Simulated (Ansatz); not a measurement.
**InH2Cl (SMILES [H][In]([H])[Cl]): PBE/STO-3G**

Aim: the electronic atomisation energy of InH2Cl at PBE/STO-3G, from 4 runs. 

Program for the calculation: Ansatz 0.2.0.

56 further runs of the same task are left out: 2 that didn't finish, 54 set aside as unsound or not needed.

**1. The molecule**

InH2Cl: 4 atoms, total charge 0, spin state singlet. SMILES: `[H][In]([H])[Cl]`. The shape comes from GFN2-xTB, which is rough for such elements, and wasn't checked as a minimum.

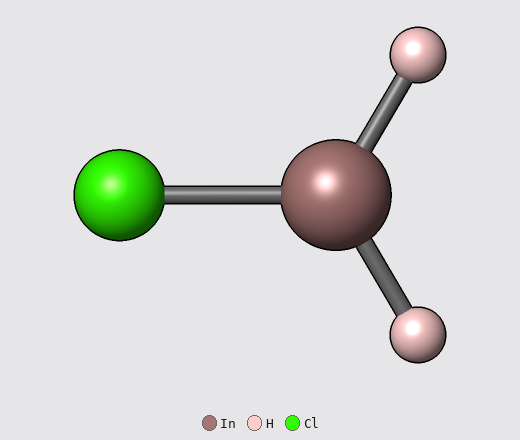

Viewed from a chosen angle; indium brown, hydrogen pink, chlorine green.

**2. A single-point energy at PBE/STO-3G**

File molecule.yaml:

```yaml
crystal:
  periodic: [false, false, false]
  atoms:
    - symbol: In
      position_ang: [0.070210, 0.117850, -0.000370]
    - symbol: H
      position_ang: [1.783010, 0.101380, 0.011370]
    - symbol: H
      position_ang: [-0.755080, 1.618480, -0.019870]
    - symbol: Cl
      position_ang: [-1.098140, -1.837720, 0.008870]
basis:
  gaussian:
    orbitals: STO-3G
hamiltonian:
  xc: {name: PBE}
accuracy: high
```

Run with:

```bash
$ ansatz run molecule.yaml --threads 1 --pin off --max-ram 2610MiB --events-out events.jsonl --progress --plain --runs-dir runs
```

Standard output:

```text
Warning: RAYON_NUM_THREADS=1 ignored (pool sized by the plan → 1); use --threads N
Functional definition: PBE
  name "PBE"
  parameter kappa = 0.804
  parameter beta = 0.06672455060314922
  exchange = pbe_x(kappa = kappa, mu = beta*pi^2/3)
  correlation = pbe_c(beta = beta)
694 factors; integrals over basis functions are off by at most 4.2e-9 eV
mean field evaluation 1: about -167087.4164 eV, gradient 3.1e1 eV
mean field evaluation 2: about -167085.0464 eV, gradient 3.6e1 eV
mean field evaluation 4: about -167091.3257 eV, gradient 1.9e0 eV
mean field evaluation 8: about -167091.3003 eV, gradient 1.9e-2 eV
mean field evaluation 16: about -167091.3003 eV, gradient 2.6e-8 eV
mean field -167091.30030372 eV, -6140.4920276105 hartree, gradient 2.6e-8 eV, S^2 0.000000; 0 other end points of the search recorded, 0 dependent functions left out
reference -167091.30030555 eV, -6140.4920276777 hartree; 34, 34 occupied and 4, 4 virtual orbitals, 694 factors
Total energy: -167091.30030555 eV, -6140.4920276777 hartree
```

Wall time 2.1 s (1 thread of Arm Neoverse V1, shared host); peak memory 0.1 GiB.

**3. The Cl atom**

File molecule.yaml:

```yaml
crystal:
  periodic: [false, false, false]
  atoms:
    - {symbol: Cl, position_ang: [0.000000, 0.000000, 0.000000]}
basis:
  gaussian: {orbitals: STO-3G}
magnetization: {spin_polarized: true, initial_magnetization: 1}
hamiltonian: {xc: pbe}
accuracy: high
```

Run the same way, it converges to -454.91342 Eh (log not shown).

**4. The H atom, same level**

File in.yaml:

```yaml
crystal:
  periodic: [false, false, false]
  atoms:
    - {symbol: H, position_ang: [0.000000, 0.000000, 0.000000]}
basis:
  gaussian:
    orbitals: STO-3G
magnetization:
  spin_polarized: true
  initial_magnetization: 1
hamiltonian:
  xc: {name: PBE}
accuracy: high
```

Run the same way, it converges to -0.46438 Eh (log not shown).

**5. The In atom**

File job.yaml:

```yaml
basis:
  gaussian: {orbitals: STO-3G}
crystal:
  periodic: [false, false, false]
  atoms:
    - {symbol: In, position_ang: [0.000000, 0.000000, 0.000000]}
total_charge: 0
magnetization: {spin_polarized: true, initial_magnetization: 1}
hamiltonian: {xc: pbe}
accuracy: high
```

Run with:

```bash
$ ansatz run job.yaml --threads 1 --pin off --max-ram 2610MiB --events-out events.jsonl --progress --plain --runs-dir runs
```

Standard output, cut to the lines that bear on the results:

```text
Warning: RAYON_NUM_THREADS=1 ignored (pool sized by the plan → 1); use --threads N
[... 6 set-up lines as earlier in the session ...]
251 factors; integrals over basis functions are off by at most 4.7e-9 eV
mean field evaluation 1: about -154672.5389 eV, gradient 3.0e-1 eV
mean field evaluation 2: about -154672.5392 eV, gradient 1.5e-2 eV
mean field evaluation 4: about -154672.5378 eV, gradient 2.9e-4 eV
mean field evaluation 8: about -154672.5378 eV, gradient 1.7e-7 eV
mean field evaluation 16: about -154665.8017 eV, gradient 8.2e0 eV
mean field evaluation 32: about -154664.3973 eV, gradient 7.8e0 eV
mean field evaluation 64: about -154663.9744 eV, gradient 8.0e0 eV
mean field -154672.53779491 eV, -5684.1109231515 hartree, gradient 1.2e-8 eV, S^2 0.750000; 2 other end points of the search recorded, 0 dependent functions left out
reference -154672.53779647 eV, -5684.1109232088 hartree; 25, 24 occupied and 2, 3 virtual orbitals, 251 factors
Total energy: -154672.53779647 eV, -5684.1109232088 hartree
```

Wall time 2 s (1 thread of Arm Neoverse V1, shared host); peak memory 0.098 GiB.

**6. Outcome**

At PBE/STO-3G:

```
                     quantity           value
       molecule: total energy  -6140.49203 Eh
        Cl atom: total energy   -454.91342 Eh
                Cl atom: ⟨S²⟩           0.750
         H atom: total energy     -0.46438 Eh
                 H atom: ⟨S²⟩           0.750
        In atom: total energy  -5684.11092 Eh
                In atom: ⟨S²⟩           0.750
electronic atomisation energy       14.665 eV
```

Taking the molecule apart into free atoms costs 14.67 eV (1415 kJ/mol), before zero-point energy and without spin-orbit coupling. In a minimal basis such a difference can be off by several eV, whatever the method. Relativity is left out (molecule) although the molecule holds a heavy atom. Relativity is left out (In atom) although the molecule holds a heavy atom.
